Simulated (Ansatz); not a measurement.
## Run report: AlH₄OF, geometry relaxation

AlH₄OF, computed with RKS B3LYP-D4/def2-SVP (Ansatz 0.2.0).

It belongs to a series of runs on one base structure; here: end point A relaxed. Figures and captions count atoms from 1; the log counts them from 0 in places.

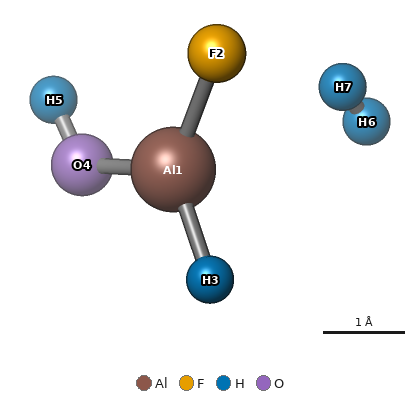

*The starting structure (ball-and-stick view, seen at a tilt; atoms are numbered from 1 in the order of the input). Sticks mark near contacts.*

Bond lengths as drawn: Al–F 1.68 Å, Al–H 1.56 Å, Al–O 1.70 Å, H–H 0.72 Å and H–O 0.96 Å.

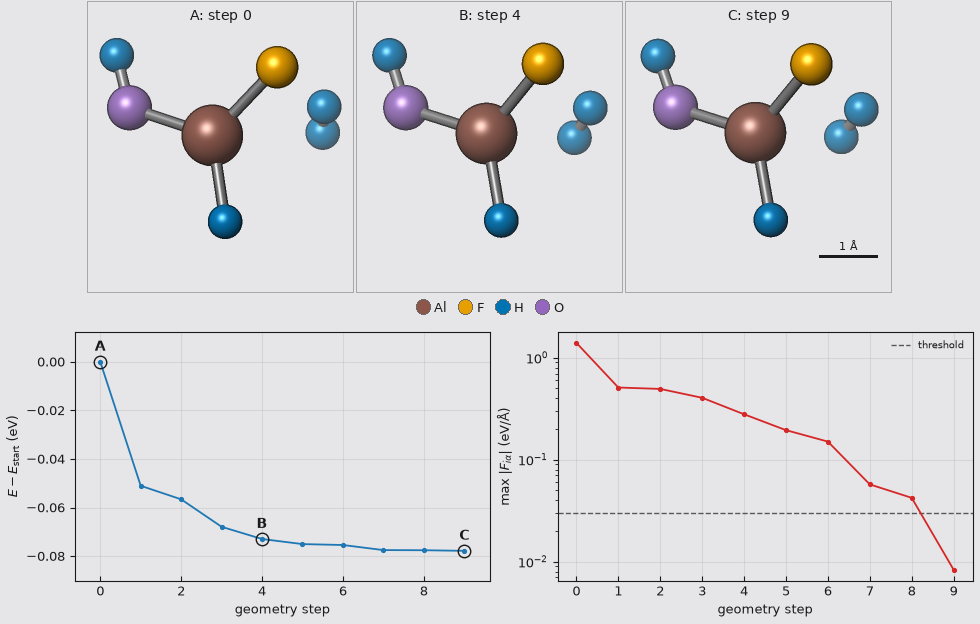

*Frames of the relaxation (ball-and-stick view, seen at a tilt) above the curves, on which the letters mark them (the first geometry is step 0 here and step 1 in the log).*

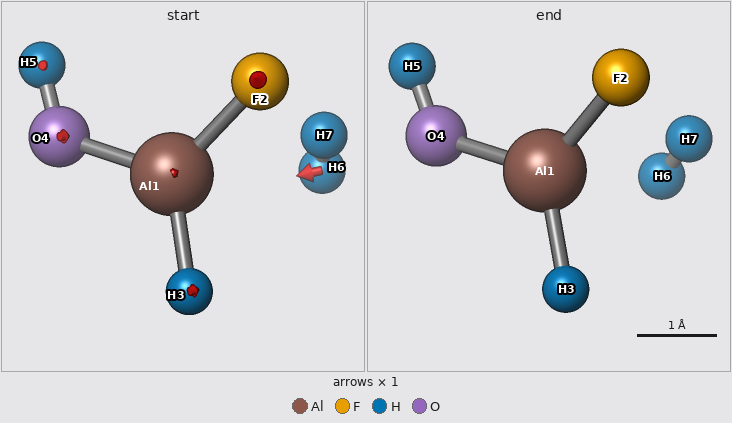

*Before (left) and after (right) the relaxation, at one scale (ball-and-stick view, seen at a tilt). The red arrows give the displacements, at true length.*

The largest move after the best rigid fit is that of H6, 0.35 Å. Largest moves by element: H 0.35 Å, F 0.28 Å, O 0.17 Å, Al 0.10 Å. Among the contacts that change: H6–H7 0.719 → 0.763 Å, Al1–F2 1.682 → 1.673 Å. Among the angles that change: Al1–O4–H5 124.5° → 127.7°. The energy falls by 0.078 eV in 9 geometry steps. Largest force component: 1.4 eV/Å at the start, 0.0083 eV/Å at the end. (Atoms are counted from 1 in the order of the input.)

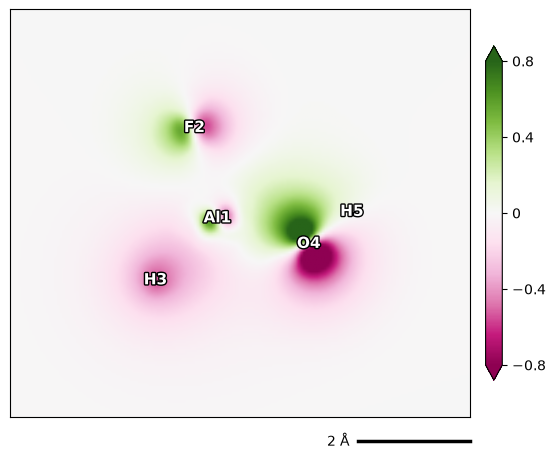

*One frontier orbital on the plane of atoms H3, Al1 and O4 (values in Å⁻³ᐟ²; the overall sign is arbitrary).*

The HOMO−1, at −9.06 eV. It lies mainly on O4 (55 %), Al1 (15 %), H3 (15 %) and F2 (10 %).

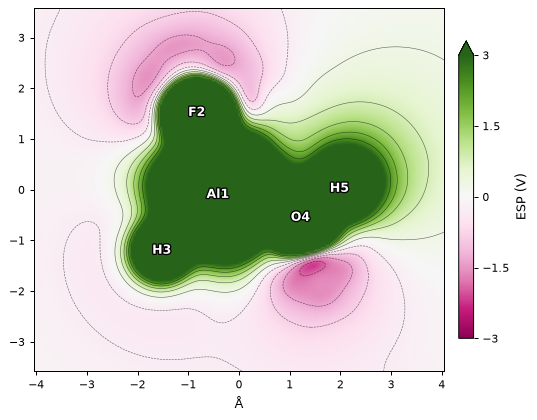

*Electrostatic potential on the plane of atoms H3, Al1 and O4.*

These pictures come from the run below.

## Input file
```yaml
crystal:
  periodic: [false, false, false]
  atoms:
    - { symbol: Al, position_ang: [0.037068, -0.254479, -0.014313] }
    - { symbol: F, position_ang: [-0.06435, -0.375075, 1.660123] }
    - { symbol: H, position_ang: [1.403388, -0.007665, -0.722028] }
    - { symbol: O, position_ang: [-1.367582, -0.496046, -0.933907] }
    - { symbol: H, position_ang: [-2.233924, -0.694113, -0.564044] }
    - { symbol: H, position_ang: [-0.212358, 2.308436, 0.976781] }
    - { symbol: H, position_ang: [-0.210741, 1.731843, 1.407087] }
basis:
  gaussian: { orbitals: def2-SVP }
hamiltonian:
  xc: b3lyp
  dispersion: d4
relax:
  f_tol: 0.03
  max_steps: 50
output:
  orbitals: {}
```

Launch command:
```bash
ansatz run input.yaml --threads 1 --pin off --max-ram 2048MiB --backend cpu --events-out ev --progress --plain --runs-dir out
```

## What the program printed
```
The last accepted step is kept in [file] (removed where the run ends without a failure and the disk answers)
Engine: ansatz 0.2.0, x86_64-unknown-linux-gnu
Functional definition: B3LYP
  parameter a0 = 0.2
  parameter ax = 0.72
  parameter ac = 0.81
  exchange = (1 - a0 - ax)*slater_x + ax*b88_x + a0*exact_x
  correlation = (1 - ac)*vwn_rpa_c + ac*lyp_c
658 factors; integrals over basis functions are off by at most 7.3e-4 eV
mean field evaluation 1: about -11416.4928 eV, gradient 6.3e1 eV
mean field evaluation 2: about -11395.2628 eV, gradient 1.2e2 eV
mean field evaluation 4: about -11423.2162 eV, gradient 8.8e0 eV
mean field evaluation 8: about -11423.3394 eV, gradient 1.4e-2 eV
mean field -11423.33937376 eV, -419.7999789680 hartree, gradient 6.6e-5 eV, S^2 0.000000; 0 other end points of the search recorded, 0 dependent functions left out
the calculation of the forces begins
reference -11423.33960159 eV, -419.7999873408 hartree; 17, 17 occupied and 49, 49 virtual orbitals, 658 factors
relax step   1: F+E_penalty+E_count = -11423.46881304 eV  Δ(F+E_penalty+E_count) = +0.000e0 eV  max|allowed force component| = 1.399e0 eV/Å  Δτ_max = 0.0000 Å  (21 SCF iters, accepted)
these checks for a lower state are left out or cut short: starts, cluster_reference, orbital_swaps, neighbouring_geometries, increment
658 factors; integrals over basis functions are off by at most 4.3e-4 eV
mean field evaluation 16: about -11423.3909 eV, gradient 1.7e-1 eV
mean field -11423.39099409 eV, -419.8018759802 hartree, gradient 1.2e-5 eV, S^2 0.000000; 0 other end points of the search recorded, 0 dependent functions left out
the calculation of the forces begins
reference -11423.39122415 eV, -419.8018844348 hartree; 17, 17 occupied and 49, 49 virtual orbitals, 658 factors
relax step   2: F+E_penalty+E_count = -11423.51986898 eV  Δ(F+E_penalty+E_count) = -5.106e-2 eV  max|allowed force component| = 5.102e-1 eV/Å  Δτ_max = 0.1926 Å  (25 SCF iters, accepted)
these checks for a lower state are left out or cut short: starts, cluster_reference, orbital_swaps, neighbouring_geometries, increment
658 factors; integrals over basis functions are off by at most 5.4e-4 eV
mean field -11423.39498221 eV, -419.8020225411 hartree, gradient 8.9e-5 eV, S^2 0.000000; 0 other end points of the search recorded, 0 dependent functions left out
the calculation of the forces begins
reference -11423.39521066 eV, -419.8020309364 hartree; 17, 17 occupied and 49, 49 virtual orbitals, 658 factors
relax step   3: F+E_penalty+E_count = -11423.52544547 eV  Δ(F+E_penalty+E_count) = -5.576e-3 eV  max|allowed force component| = 4.943e-1 eV/Å  Δτ_max = 0.1330 Å  (22 SCF iters, accepted)
these checks for a lower state are left out or cut short: starts, cluster_reference, orbital_swaps, neighbouring_geometries, increment
658 factors; integrals over basis functions are off by at most 4.9e-4 eV
mean field -11423.40517263 eV, -419.8023970320 hartree, gradient 8.5e-5 eV, S^2 0.000000; 0 other end points of the search recorded, 0 dependent functions left out
the calculation of the forces begins
reference -11423.40540042 eV, -419.8024054031 hartree; 17, 17 occupied and 49, 49 virtual orbitals, 658 factors
relax step   4: F+E_penalty+E_count = -11423.53675415 eV  Δ(F+E_penalty+E_count) = -1.131e-2 eV  max|allowed force component| = 4.046e-1 eV/Å  Δτ_max = 0.0656 Å  (22 SCF iters, accepted)
these checks for a lower state are left out or cut short: starts, cluster_reference, orbital_swaps, neighbouring_geometries, increment
658 factors; integrals over basis functions are off by at most 4.6e-4 eV
mean field evaluation 32: about -11423.4026 eV, gradient 2.4e-2 eV
mean field -11423.40914416 eV, -419.8025429830 hartree, gradient 8.7e-5 eV, S^2 0.000000; 0 other end points of the search recorded, 0 dependent functions left out
the calculation of the forces begins
reference -11423.40937164 eV, -419.8025513427 hartree; 17, 17 occupied and 49, 49 virtual orbitals, 658 factors
relax step   5: F+E_penalty+E_count = -11423.54178153 eV  Δ(F+E_penalty+E_count) = -5.027e-3 eV  max|allowed force component| = 2.789e-1 eV/Å  Δτ_max = 0.0924 Å  (23 SCF iters, accepted)
these checks for a lower state are left out or cut short: starts, cluster_reference, orbital_swaps, neighbouring_geometries, increment
658 factors; integrals over basis functions are off by at most 4.4e-4 eV
mean field -11423.41113626 eV, -419.8026161914 hartree, gradient 4.0e-6 eV, S^2 0.000000; 0 other end points of the search recorded, 0 dependent functions left out
the calculation of the forces begins
reference -11423.41136380 eV, -419.8026245534 hartree; 17, 17 occupied and 49, 49 virtual orbitals, 658 factors
relax step   6: F+E_penalty+E_count = -11423.54387355 eV  Δ(F+E_penalty+E_count) = -2.092e-3 eV  max|allowed force component| = 1.949e-1 eV/Å  Δτ_max = 0.0168 Å  (27 SCF iters, accepted)
these checks for a lower state are left out or cut short: starts, cluster_reference, orbital_swaps, neighbouring_geometries, increment
658 factors; integrals over basis functions are off by at most 4.5e-4 eV
mean field -11423.41159167 eV, -419.8026329273 hartree, gradient 4.1e-6 eV, S^2 0.000000; 0 other end points of the search recorded, 0 dependent functions left out
the calculation of the forces begins
reference -11423.41181913 eV, -419.8026412863 hartree; 17, 17 occupied and 49, 49 virtual orbitals, 658 factors
relax step   7: F+E_penalty+E_count = -11423.54424871 eV  Δ(F+E_penalty+E_count) = -3.752e-4 eV  max|allowed force component| = 1.505e-1 eV/Å  Δτ_max = 0.0325 Å  (25 SCF iters, accepted)
these checks for a lower state are left out or cut short: starts, cluster_reference, orbital_swaps, neighbouring_geometries, increment
658 factors; integrals over basis functions are off by at most 4.3e-4 eV
mean field -11423.41358415 eV, -419.8027061497 hartree, gradient 3.9e-6 eV, S^2 0.000000; 0 other end points of the search recorded, 0 dependent functions left out
the calculation of the forces begins
reference -11423.41381170 eV, -419.8027145121 hartree; 17, 17 occupied and 49, 49 virtual orbitals, 658 factors
relax step   8: F+E_penalty+E_count = -11423.54634372 eV  Δ(F+E_penalty+E_count) = -2.095e-3 eV  max|allowed force component| = 5.726e-2 eV/Å  Δτ_max = 0.0221 Å  (27 SCF iters, accepted)
these checks for a lower state are left out or cut short: starts, cluster_reference, orbital_swaps, neighbouring_geometries, increment
658 factors; integrals over basis functions are off by at most 4.3e-4 eV
mean field -11423.41370087 eV, -419.8027104392 hartree, gradient 4.0e-6 eV, S^2 0.000000; 0 other end points of the search recorded, 0 dependent functions left out
the calculation of the forces begins
reference -11423.41392842 eV, -419.8027188014 hartree; 17, 17 occupied and 49, 49 virtual orbitals, 658 factors
relax step   9: F+E_penalty+E_count = -11423.54640240 eV  Δ(F+E_penalty+E_count) = -5.868e-5 eV  max|allowed force component| = 4.227e-2 eV/Å  Δτ_max = 0.0239 Å  (26 SCF iters, accepted)
these checks for a lower state are left out or cut short: starts, cluster_reference, orbital_swaps, neighbouring_geometries, increment
658 factors; integrals over basis functions are off by at most 4.3e-4 eV
mean field evaluation 64: about -11423.4056 eV, gradient 8.0e-1 eV
mean field -11423.41385978 eV, -419.8027162789 hartree, gradient 4.0e-6 eV, S^2 0.000000; 0 other end points of the search recorded, 0 dependent functions left out
the calculation of the forces begins
reference -11423.41408733 eV, -419.8027246412 hartree; 17, 17 occupied and 49, 49 virtual orbitals, 658 factors
relax step  10: F+E_penalty+E_count = -11423.54664665 eV  Δ(F+E_penalty+E_count) = -2.443e-4 eV  max|allowed force component| = 8.339e-3 eV/Å  Δτ_max = 0.0127 Å  (27 SCF iters, accepted)
658 factors; integrals over basis functions are off by at most 4.3e-4 eV
mean field -11423.41385978 eV, -419.8027162789 hartree, gradient 4.0e-6 eV, S^2 0.000000; 1 other end points of the search recorded, 0 dependent functions left out
the calculation of the forces begins
reference -11423.41408733 eV, -419.8027246412 hartree; 17, 17 occupied and 49, 49 virtual orbitals, 658 factors
Total energy: -11423.54687420 eV, -419.8076044687 hartree
Atom 0 at     0.046489    -0.226431     0.080722 Å, force    -0.008339     0.006741     0.006889 eV/Å
Atom 1 at     0.012672    -0.637031     1.702110 Å, force     0.003548     0.000527    -0.003979 eV/Å
Atom 2 at     1.397378     0.114958    -0.623887 Å, force     0.003252    -0.004968    -0.000330 eV/Å
Atom 3 at    -1.365945    -0.345311    -0.848418 Å, force    -0.000889     0.001357    -0.008083 eV/Å
Atom 4 at    -2.245870    -0.592974    -0.551936 Å, force     0.001024    -0.004355     0.001526 eV/Å
Atom 5 at    -0.288288     2.129759     0.691737 Å, force    -0.001231    -0.006953     0.004227 eV/Å
Atom 6 at    -0.204935     1.769930     1.359370 Å, force     0.002633     0.007651    -0.000250 eV/Å
Dipole moment:    -0.227175     0.140208    -0.002826 e Å
```

## Trajectory as extended XYZ (Å, eV, eV/Å), 10 frames, from step=1 to step=10
```
7
Properties=species:S:1:pos:R:3:forces:R:3 step=1 energy=-11423.46881
Al    0.0371   -0.2545   -0.0143   -0.0696   0.0183   0.2105
F    -0.0644   -0.3751    1.6601    0.0495  -0.1893  -0.1692
H     1.4034   -0.0077   -0.7220    0.0258   0.0052  -0.0055
O    -1.3676   -0.4960   -0.9339    0.0068  -0.0072   0.0575
H    -2.2339   -0.6941   -0.5640   -0.0068   0.0051  -0.0530
H    -0.2124    2.3084    0.9768   -0.0165   1.3988  -1.0902
H    -0.2107    1.7318    1.4071    0.0108  -1.2309   1.0500
7
Properties=species:S:1:pos:R:3:forces:R:3 step=2 energy=-11423.51987
Al    0.0269   -0.2390    0.0125    0.0006  -0.3230   0.4917
F    -0.0446   -0.5663    1.6710    0.0285   0.1879  -0.5102
H     1.3968    0.0091   -0.6919   -0.0036   0.1049   0.0149
O    -1.3733   -0.4517   -0.9214   -0.1173   0.0321   0.0993
H    -2.2327   -0.7122   -0.5694    0.0881   0.0511  -0.0828
H    -0.2330    2.3601    0.8855    0.0178  -0.2026   0.0910
H    -0.1885    1.8130    1.4233   -0.0141   0.1496  -0.1038
7
Properties=species:S:1:pos:R:3:forces:R:3 step=3 energy=-11423.52544
Al    0.0553   -0.2673    0.0128   -0.1121   0.0002   0.4943
F    -0.0188   -0.5371    1.6798    0.0511   0.0107  -0.4678
H     1.4178    0.0196   -0.6929   -0.0072  -0.0012   0.0043
O    -1.3668   -0.4132   -0.9036   -0.0624  -0.0481   0.1060
H    -2.2343   -0.6331   -0.5430    0.1164   0.0380  -0.0876
H    -0.2659    2.2528    0.8141    0.0189  -0.3255   0.4421
H    -0.2357    1.7912    1.4424   -0.0047   0.3260  -0.4914
7
Properties=species:S:1:pos:R:3:forces:R:3 step=4 energy=-11423.53675
Al    0.0505   -0.2343    0.0388   -0.0716  -0.0780   0.4046
F    -0.0140   -0.5738    1.6915    0.0360   0.0625  -0.4017
H     1.4128    0.0572   -0.6655   -0.0043   0.0195   0.0052
O    -1.3678   -0.3761   -0.8834   -0.0696  -0.0393   0.0867
H    -2.2315   -0.6236   -0.5330    0.0952   0.0408  -0.0774
H    -0.2641    2.2109    0.7716    0.0084  -0.1690   0.1708
H    -0.2345    1.7524    1.3896    0.0060   0.1635  -0.1882
7
Properties=species:S:1:pos:R:3:forces:R:3 step=5 energy=-11423.54178
Al    0.0419   -0.1999    0.0657   -0.0346  -0.1136   0.2607
F    -0.0138   -0.5967    1.7020    0.0230   0.0625  -0.2789
H     1.4021    0.1097   -0.6355   -0.0026   0.0182   0.0025
O    -1.3708   -0.3443   -0.8651   -0.0661  -0.0325   0.0727
H    -2.2315   -0.6178   -0.5284    0.0771   0.0393  -0.0653
H    -0.2525    2.1387    0.7151   -0.0040  -0.0331   0.0164
H    -0.2239    1.7232    1.3559    0.0072   0.0592  -0.0081
7
Properties=species:S:1:pos:R:3:forces:R:3 step=6 energy=-11423.54387
Al    0.0401   -0.2022    0.0704   -0.0250  -0.0921   0.1767
F    -0.0123   -0.6110    1.7002    0.0176   0.0499  -0.1949
H     1.3987    0.1178   -0.6295   -0.0031   0.0146   0.0021
O    -1.3716   -0.3424   -0.8626   -0.0365  -0.0210   0.0616
H    -2.2327   -0.6185   -0.5312    0.0467   0.0291  -0.0511
H    -0.2536    2.1310    0.7036   -0.0034  -0.0317   0.0385
H    -0.2171    1.7383    1.3587    0.0038   0.0512  -0.0328
7
Properties=species:S:1:pos:R:3:forces:R:3 step=7 energy=-11423.54425
Al    0.0386   -0.2057    0.0872    0.0134  -0.0660   0.0164
F    -0.0002   -0.6073    1.7167    0.0135   0.0398  -0.1505
H     1.3853    0.1168   -0.6438   -0.0307  -0.0011   0.0759
O    -1.3647   -0.3505   -0.8558    0.0640   0.0212   0.0361
H    -2.2405   -0.6122   -0.5621   -0.0572  -0.0128   0.0165
H    -0.2645    2.1269    0.7058   -0.0064   0.0217  -0.0530
H    -0.2026    1.7449    1.3617    0.0035  -0.0029   0.0587
7
Properties=species:S:1:pos:R:3:forces:R:3 step=8 energy=-11423.54634
Al    0.0445   -0.2204    0.0772   -0.0308  -0.0079   0.0066
F     0.0087   -0.6176    1.7012    0.0108  -0.0140   0.0279
H     1.3957    0.1105   -0.6295    0.0123   0.0069  -0.0086
O    -1.3681   -0.3511   -0.8485   -0.0499  -0.0086  -0.0187
H    -2.2497   -0.6073   -0.5617    0.0573   0.0156  -0.0022
H    -0.2770    2.1326    0.7030   -0.0020   0.0028  -0.0010
H    -0.2026    1.7661    1.3680    0.0023   0.0053  -0.0041
7
Properties=species:S:1:pos:R:3:forces:R:3 step=9 energy=-11423.54640
Al    0.0441   -0.2263    0.0806    0.0423  -0.0116   0.0114
F     0.0117   -0.6414    1.7008   -0.0024   0.0115  -0.0020
H     1.3956    0.1182   -0.6227   -0.0043  -0.0027   0.0036
O    -1.3637   -0.3570   -0.8527   -0.0317   0.0214  -0.0080
H    -2.2463   -0.5871   -0.5502   -0.0022  -0.0147  -0.0056
H    -0.2894    2.1300    0.6919   -0.0017  -0.0014  -0.0014
H    -0.2004    1.7766    1.3620    0.0000  -0.0024   0.0020
7
Properties=species:S:1:pos:R:3:forces:R:3 step=10 energy=-11423.54665
Al    0.0465   -0.2264    0.0807   -0.0083   0.0067   0.0069
F     0.0127   -0.6370    1.7021    0.0035   0.0005  -0.0040
H     1.3974    0.1150   -0.6239    0.0033  -0.0050  -0.0003
O    -1.3659   -0.3453   -0.8484   -0.0009   0.0014  -0.0081
H    -2.2459   -0.5930   -0.5519    0.0010  -0.0044   0.0015
H    -0.2883    2.1298    0.6917   -0.0012  -0.0070   0.0042
H    -0.2049    1.7699    1.3594    0.0026   0.0077  -0.0003
```

## Results in brief

| quantity | value |
| --- | --- |
| outcome | converged |
| total energy | −11423.5469 eV |
| mean-field energy | −11423.4141 eV |
| largest force (length of the vector) at the end | 0.013 eV/Å |
| hardware | 1 thread of Intel Xeon (Sapphire Rapids), 32 GiB of memory available, shared host |
| wall time | 17 s |
| peak memory | 0.15 GiB |
